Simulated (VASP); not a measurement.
Band structure of CdSe (zinc blende). Method: PBE GGA with D4 dispersion, VASP's PBE PAW potentials (set 64) (plane waves; VASP).

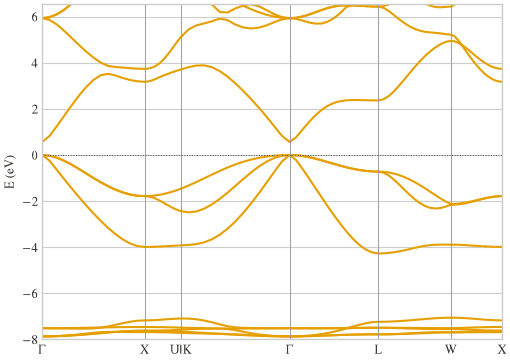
Bands along high-symmetry lines, zero at the valence-band maximum or, without a gap, the Fermi level

**Question.** Read the plot: is there a gap, and where are the band edges?

**Answer.** The gap is direct, 0.57 eV, from the valence maximum at Γ to the conduction minimum at Γ. (Edges off the drawn lines would not show.)

The compound is CdSe in the zinc blende structure, whereas wurtzite is the usual form. It was relaxed first.
